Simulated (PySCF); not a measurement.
```yaml
atoms:
  - { symbol: C, position_ang: [2.6775, -0.9177, 0.1508] }
  - { symbol: C, position_ang: [2.2976, -0.4873, -1.0408] }
  - { symbol: Si, position_ang: [0.6421, 0.3330, -1.4259] }
  - { symbol: C, position_ang: [-0.2640, 0.7943, 0.1619] }
  - { symbol: Si, position_ang: [-2.0481, 1.4795, 0.0148] }
  - { symbol: N, position_ang: [-2.4789, 0.1197, 1.0107] }
  - { symbol: Si, position_ang: [-0.9257, -0.6220, 1.2736] }
  - { symbol: H, position_ang: [3.6327, -1.3910, 0.3280] }
  - { symbol: H, position_ang: [2.0391, -0.8162, 1.0148] }
  - { symbol: H, position_ang: [2.9816, -0.6177, -1.8717] }
  - { symbol: H, position_ang: [0.9219, 1.5419, -2.2242] }
  - { symbol: H, position_ang: [-0.1409, -0.5965, -2.2561] }
  - { symbol: H, position_ang: [0.3768, 1.4749, 0.7232] }
  - { symbol: H, position_ang: [-2.2999, 2.7709, 0.6622] }
  - { symbol: H, position_ang: [-2.6705, 1.4401, -1.3090] }
  - { symbol: H, position_ang: [-3.3843, -0.1669, 1.3420] }
  - { symbol: H, position_ang: [-0.8558, -1.9883, 0.7533] }
  - { symbol: H, position_ang: [-0.5101, -0.5909, 2.6807] }
```

Geometry: GFN2-xTB.

The calculation used PBE0/pcSseg-1, SCF density, gas phase, non-relativistic (PySCF).

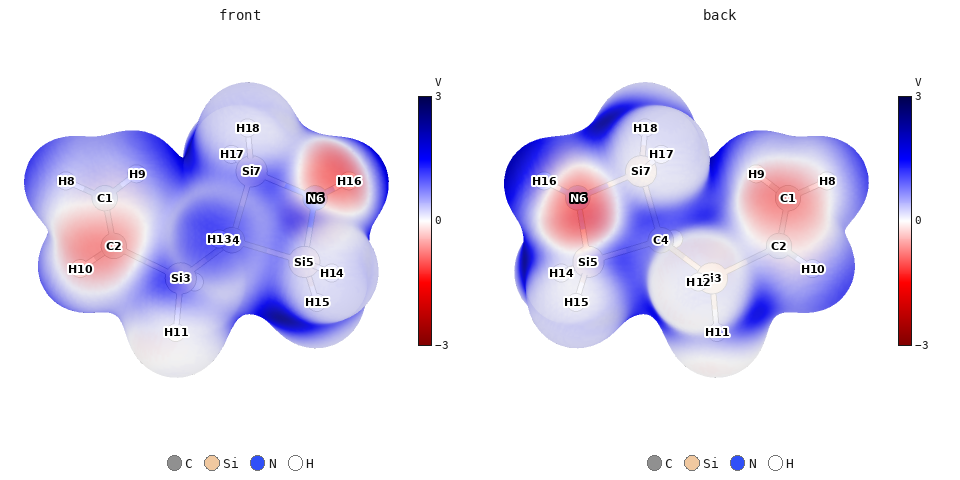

C₃H₁₁NSi₃. The electrostatic potential painted on the density surface at 0.004 e/bohr³, seen from the front and from behind; the colour scale runs from red (negative) to blue (positive).

### Where is the surface potential most negative and most positive?

The most negative region (about −0.9 V) lies over N6, the most positive (about +2.2 V) over Si5 and Si7.

### How polar is the molecule by this calculation?

Its dipole moment is 0.80 D.
